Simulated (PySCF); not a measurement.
# InHBr (SMILES [Br][InH]) at UBP86/cc-pVTZ-PP (density fitting with def2-universal-jkfit, core potential)

What is the energy difference between two shapes of InHBr at UBP86/cc-pVTZ-PP (density fitting with def2-universal-jkfit, core potential)? The job is set up through a Python script.

Program for the calculation: PySCF 2.14.0.

8 further runs of the same task are left out: 5 for a known fault of the program, 3 that didn't finish.

## Step 1: The structure to begin with

InHBr: 3 atoms, total charge 0, spin state doublet. SMILES: `[Br][InH]`. Geometry: relaxed at PBE0-D4/def2-TZVP.

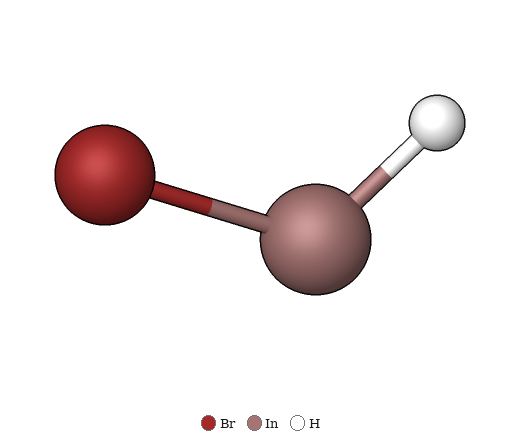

Viewed from a chosen angle; bromine red, indium brown, hydrogen white.

## Step 2: Energy and forces at UBP86/cc-pVTZ-PP (density fitting with def2-universal-jkfit, core potential)

run.py reads:

```python
# [Br][InH]
import pyscf.grad
from pyscf import gto, dft

molecule = gto.M(
    atom='''
Br     1.752400    -0.309300     0.917000
In    -0.424600    -0.617800    -0.295300
H     -1.338700     0.862200    -0.635000
''',
    basis={'default': 'cc-pvtz-pp', 'H': 'cc-pvtz'},
    spin=1,
    verbose=4,
    ecp={'Br': 'cc-pvtz-pp', 'In': 'cc-pvtz-pp'},
    max_memory=1860,
)

mf = dft.UKS(molecule)
mf.xc = 'bp86'
mf = mf.density_fit(auxbasis='def2-universal-jkfit')
mf.max_cycle = 100
mf.kernel()

e_tot = mf.e_tot
print(f'total energy: {e_tot:.8f} hartree')
grad = mf.Gradients().kernel()
dip = mf.dip_moment()
pop, q = mf.mulliken_pop()
```

Launch:

```sh
$ OMP_NUM_THREADS=1 python run.py
```

The program printed:

```text
PySCF version 2.14.0

[INPUT] num. atoms = 3
[INPUT] num. electrons = 47
[INPUT] charge = 0
[INPUT] spin (= nelec alpha-beta = 2S) = 1
[INPUT] symmetry False subgroup None
[INPUT] Mole.unit = angstrom
[INPUT] Symbol           X                Y                Z      unit          X                Y                Z       unit  Magmom
[INPUT]  1 Br     1.752400000000  -0.309300000000   0.917000000000 AA    3.311556060688  -0.584492290328   1.732878856226 Bohr   0.0
[INPUT]  2 In    -0.424600000000  -0.617800000000  -0.295300000000 AA   -0.802377712490  -1.167472799756  -0.558036124584 Bohr   0.0
[INPUT]  3 H     -1.338700000000   0.862200000000  -0.635000000000 AA   -2.529776362955   1.629321864600  -1.199976089099 Bohr   0.0

[... 110 lines left out ...]
converged SCF energy = -607.898316089838  <S^2> = 0.75337835  2S+1 = 2.0033755
total energy: -607.89831609 hartree
[... 1 line left out ...]
******** <class 'pyscf.df.grad.uks.Gradients'> for <class 'pyscf.df.df_jk.DFUKS'> ********
unit = Eh/Bohr
grid_response = False
--------------- DFUKS gradients ---------------
         x                y                z
0 Br    -0.0054141655    -0.0006761854    -0.0030357268
1 In     0.0028891620     0.0045943728     0.0020450137
2 H     0.0025585822    -0.0039146914     0.0009742966
----------------------------------------------
Dipole moment(X, Y, Z, Debye): -2.01293, -0.58140, -1.15209
 ** Mulliken pop       alpha | beta **
pop of  0 Br 3s        0.97820 | 0.97819
pop of  0 Br 4s       -0.01244 | -0.01243
pop of  0 Br 5s        0.30114 | 0.30164
[... 89 lines of this table left out ...]
In total            24.00000 | 23.00000
 ** Mulliken atomic charges   ( Nelec_alpha | Nelec_beta ) **
charge of  0Br =     -0.25628  (    12.69143     12.56485 )
charge of  1In =      0.30978  (    10.64253     10.04769 )
charge of  2H =     -0.05350  (     0.66604      0.38746 )
```

Wall time 21 s (1 thread of Intel Xeon Platinum 8488C (Sapphire Rapids), shared host); peak memory 0.68 GiB.

## Step 3: The distorted shape, same level

input.py reads:

```python
import pyscf.grad
from pyscf import gto, dft

molecule = gto.M(
    atom='Br 1.754351 -0.307656 0.906955; In -0.389841 -0.588247 -0.323963; H -1.323419 0.834201 -0.635748',
    spin=1,
    ecp={'Br': 'cc-pvtz-pp', 'In': 'cc-pvtz-pp'},
    max_memory=1860,
    verbose=4,
    basis={'default': 'cc-pvtz-pp', 'H': 'cc-pvtz'},
)

mf = dft.UKS(molecule, xc='bp86')
mf = mf.density_fit(auxbasis='def2-universal-jkfit')
mf.max_cycle = 100
mf.kernel()

energy = mf.e_tot
print('Final energy', energy)
grad = mf.Gradients().kernel()
dip = mf.dip_moment()
pop, q = mf.mulliken_pop()
```

Launch:

```sh
$ OMP_NUM_THREADS=1 python input.py
```

The program printed:

```text
PySCF version 2.14.0

[INPUT] num. atoms = 3
[INPUT] num. electrons = 47
[INPUT] charge = 0
[INPUT] spin (= nelec alpha-beta = 2S) = 1
[INPUT] symmetry False subgroup None
[INPUT] Mole.unit = angstrom
[INPUT] Symbol           X                Y                Z      unit          X                Y                Z       unit  Magmom
[INPUT]  1 Br     1.754351000000  -0.307656000000   0.906955000000 AA    3.315242916357  -0.581385580579   1.713896557305 Bohr   0.0
[INPUT]  2 In    -0.389841000000  -0.588247000000  -0.323963000000 AA   -0.736692722127  -1.111625723597  -0.612201344492 Bohr   0.0
[INPUT]  3 H     -1.323419000000   0.834201000000  -0.635748000000 AA   -2.500899458046   1.576411422838  -1.201389604240 Bohr   0.0

[... 110 lines left out ...]
converged SCF energy = -607.89726476623  <S^2> = 0.75304195  2S+1 = 2.0030396
Final energy -607.8972647662296
[... 1 line left out ...]
******** <class 'pyscf.df.grad.uks.Gradients'> for <class 'pyscf.df.df_jk.DFUKS'> ********
unit = Eh/Bohr
grid_response = False
--------------- DFUKS gradients ---------------
         x                y                z
0 Br    -0.0088338933    -0.0013939061    -0.0051606799
1 In     0.0023228296     0.0120090584     0.0030265962
2 H     0.0065860285    -0.0105958468     0.0021170770
----------------------------------------------
Dipole moment(X, Y, Z, Debye): -1.91875, -0.45203, -1.13066
 ** Mulliken pop       alpha | beta **
pop of  0 Br 3s        0.97820 | 0.97820
pop of  0 Br 4s       -0.01246 | -0.01245
pop of  0 Br 5s        0.30114 | 0.30150
[... 89 lines of this table left out ...]
In total            24.00000 | 23.00000
 ** Mulliken atomic charges   ( Nelec_alpha | Nelec_beta ) **
charge of  0Br =     -0.24343  (    12.68313     12.56031 )
charge of  1In =      0.28800  (    10.66477     10.04724 )
charge of  2H =     -0.04456  (     0.65211      0.39246 )
```

It took 25 s on 1 thread of Intel Xeon Platinum 8488C (Sapphire Rapids), shared host; peak memory 0.67 GiB.

## Step 4: Summary of results

At UBP86/cc-pVTZ-PP (density fitting with def2-universal-jkfit, core potential):

```
                                           quantity          value
                          first shape: total energy  -607.89832 Eh
                         first shape: dipole moment         2.39 D
    first shape: HOMO energy (highest over α and β)       -5.36 eV
     first shape: LUMO energy (lowest over α and β)       -4.40 eV
                                  first shape: ⟨S²⟩          0.753
              first shape: largest force on an atom     0.321 eV/Å
                      distorted shape: total energy  -607.89726 Eh
                     distorted shape: dipole moment         2.27 D
distorted shape: HOMO energy (highest over α and β)       -5.25 eV
 distorted shape: LUMO energy (lowest over α and β)       -4.29 eV
                              distorted shape: ⟨S²⟩          0.753
          distorted shape: largest force on an atom     0.651 eV/Å
             energy change with the atoms displaced       0.029 eV
```

What this shows: With the atoms displaced the energy rises by 0.03 eV (2.8 kJ/mol). The first shape isn't relaxed at this level, so the change isn't measured from a minimum. The largest force (first shape) is 0.32 eV/Å: the shape isn't a stationary point for this species at this level. Mulliken charges (first shape) run from -0.26 on Br1 to +0.31 on In2; they depend strongly on the basis.
